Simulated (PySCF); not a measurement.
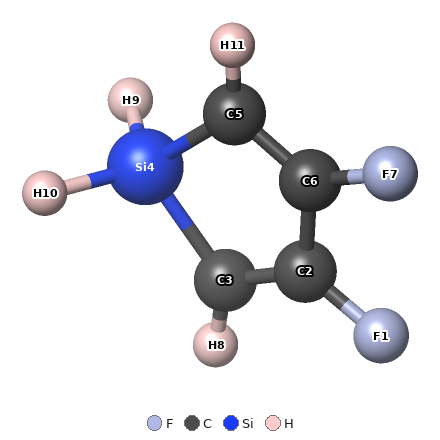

C₄H₄F₂Si, SMILES FC1=C[SiH2]C=C1F. Vertical core-electron binding energies by ΔSCF (B3LYP, pcX-2 on the ionised atom, pcseg-1 elsewhere, spin-free X2C; PySCF, at a PBE0-D3(BJ)/def2-SVP geometry (no frequency check)), gas phase, against the vacuum level. One atom of each kind was ionised; within a panel, areas follow the number of like atoms and 2j + 1 (2p levels are split by first-order spin-orbit coupling, an approximation), each panel is scaled alone, Gaussians of 1.0 eV full width. Only the regions named are shown. Lines closer than the width merge in the curve.

Question: Predict the C 1s and Si 2p photoelectron lines.

Answer:
| level | atoms | binding energy (eV) |
| --- | --- | --- |
| C 1s | C2, C6 | 293.5 |
| C 1s | C3, C5 | 290.2 |
| Si 2p1/2 | Si4 | 107.8 |
| Si 2p3/2 | Si4 | 107.1 |

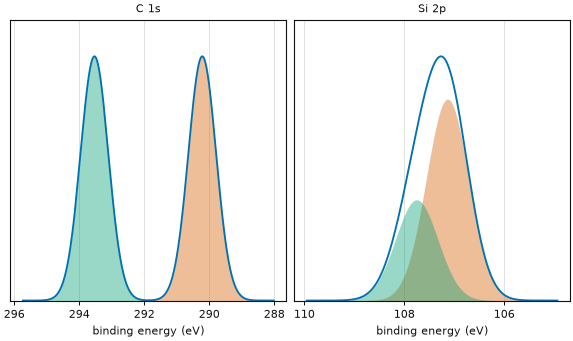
